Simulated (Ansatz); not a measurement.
# Does disorder add resistance in series? Al(111) layers displaced at 800 K

Two lengths of the disordered region are known. What area resistance does the third give?

Set-up. Ansatz 0.2.0, plane waves with PAW datasets at their recommended cutoffs (420 eV for most), Fermi-Dirac smearing; ballistic transmission by layer matching. The area resistance is RA = A (h/2e²)(1/T − 1/N), with T the zone-mean transmission per spin and N the lead's channels, both averaged over a few energies near the Fermi level; for magnets each spin is taken apart, with h/e², and the two conduct in parallel. Lateral cell 2x2, PBE, a fresh random draw for each length. Atoms are displaced independently, by 0.154 Å r.m.s. per direction; each RA is scaled by the nominal over the drawn mean square displacement.

Results; the value marked ? is to be predicted:

| length (Å) | channels N | RA (fΩ m²) |
| --- | --- | --- |
| 9.35 | 5.430 | 0.148 |
| 18.7 | 5.450 | 0.209 |
| 28.0 | 5.490 | ? |

**Fit on the rows shown.**

Ohm's law makes RA linear in the length: the slope is (0.209 − 0.148)/(18.7 − 9.35) = 6.54×10⁻³ fΩ m² per Å, or 6.5 µΩ cm. Then 0.209 + 6.54×10⁻³ × 9.35. Predicted: 0.271 fΩ m².

Check against the run:

0.288 fΩ m², so the prediction is 6.1 % too low. The three lengths together give 7.5 µΩ cm. The two increments are 0.061 and 0.079 fΩ m², roughly as Ohm's law has it, though with one draw for each length that is a weak test.

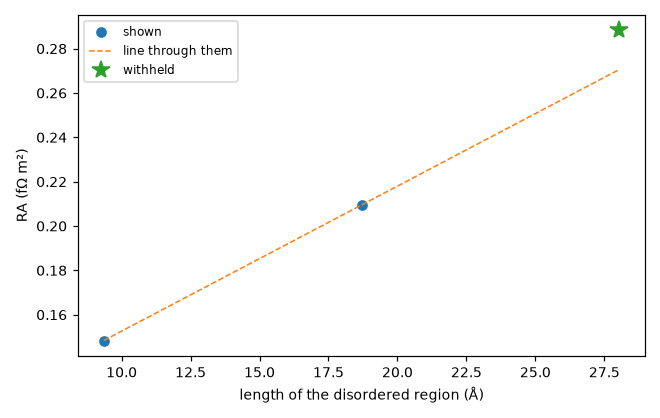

Area resistance against length.

**Limits.** The scatterers repeat sideways with the small cell. The slope is a raw one; a model of isotropic scattering puts it 1.10 times the bulk value over these lengths.
